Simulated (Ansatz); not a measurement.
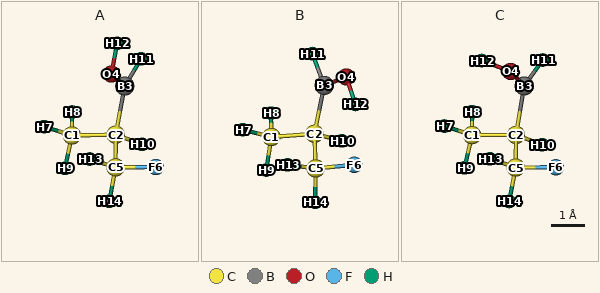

3 geometries from a converged minimum-energy path of C₃H₈BFO, shuffled. Style: ball-and-stick. Shown from a free direction.

Computed with Ansatz 0.2.0, RKS PBE-D4/def2-SVP. Run with 9 movable images; climbing image; force threshold 0.05 eV/Å; iteration limit 60; starting path through a guess of the saddle point.

### Which frame is the transition state?

C. In order along the path, whose images run from 0 to 10: B (image 0, 0.00 eV), C (image 7, +0.80 eV), A (image 10, +0.14 eV). No bond forms or breaks between the ends. Among the angles between lasting bonds that change up to the highest image: B3–O4–H12 110.2° → 125.1°, C1–C2–B3 112.8° → 106.5°.
